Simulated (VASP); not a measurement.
Band structure of CdSe (zinc blende). Computed with rev-vdW-DF2, VASP's PBE PAW potentials (set 64) (plane waves; VASP 6.6.1).

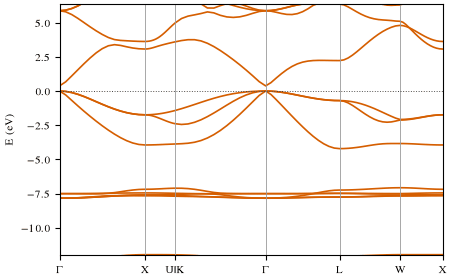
Figure: Bands along high-symmetry lines, zero at the valence-band maximum or, without a gap, the Fermi level

Problem. Read the plot: is there a gap, and where are the band edges?

Solution. The gap is direct, 0.38 eV, from the valence maximum at Γ to the conduction minimum at Γ. (Edges off the drawn lines would not show.)

The compound is CdSe in the zinc blende structure, whereas wurtzite is the usual form. It was relaxed first, which changed the volume by +5 %.
